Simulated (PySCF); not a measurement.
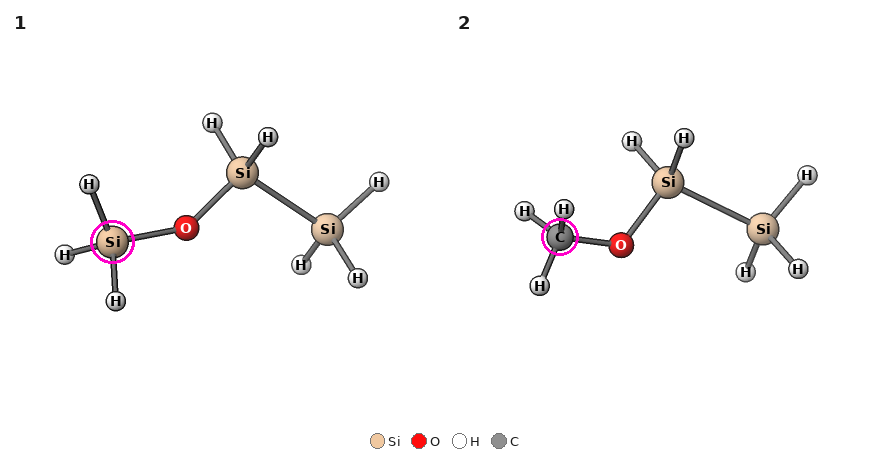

2 molecules with one skeleton, seen from the same side and at one scale; the atom that differs is circled. Each species is neutral and a spin singlet. Computed geometries: PBE0-D3(BJ)/def2-SVP optimisations, one conformation each. Properties computed with PySCF 2.14.0.

One atom differs, called X below: Si in panel 1, C in panel 2. Their formulas are H8OSi3 (`[SiH3]O[SiH2][SiH3]`), CH8OSi2 (`CO[SiH2][SiH3]`).

Question: In which is the Hirshfeld charge of X higher (PBE0/def2-SVP)?

Answer: In panel 1 (X = Si).

Question: In which is the mean length of X–H larger (PBE0-D3(BJ)/def2-SVP)?

Answer: In panel 1 (X = Si).

Give the values. With PBE0-D3(BJ)/def2-SVP: mean length of X–H (Å), length of X–O (Å), mean angle O–X–H (°). With ωB97X-D/pcSseg-2: dipole moment (D), HOMO energy (Kohn–Sham orbital) (eV), HOMO–LUMO gap (eV), GIAO shielding of the O bonded to X (ppm). With PBE0/def2-SVP: Hirshfeld charge of X (e).

```json
{"quantity": "mean length of X–H (Å)", "1 (Si)": "1.493", "2 (C)": "1.104", "2 − 1": "−0.389"}
{"quantity": "length of X–O (Å)", "1 (Si)": "1.657", "2 (C)": "1.401", "2 − 1": "−0.256"}
{"quantity": "mean angle O–X–H (°)", "1 (Si)": "109.7", "2 (C)": "111.0", "2 − 1": "+1.3"}
{"quantity": "dipole moment (D)", "1 (Si)": "0.43", "2 (C)": "1.07", "2 − 1": "+0.64"}
{"quantity": "HOMO energy (Kohn–Sham orbital) (eV)", "1 (Si)": "−9.86", "2 (C)": "−10.00", "2 − 1": "−0.14"}
{"quantity": "HOMO–LUMO gap (eV)", "1 (Si)": "10.97", "2 (C)": "11.45", "2 − 1": "+0.48"}
{"quantity": "GIAO shielding of the O bonded to X (ppm)", "1 (Si)": "331.3", "2 (C)": "338.3", "2 − 1": "+7.0"}
{"quantity": "Hirshfeld charge of X (e)", "1 (Si)": "0.39", "2 (C)": "−0.03", "2 − 1": "−0.42"}
```
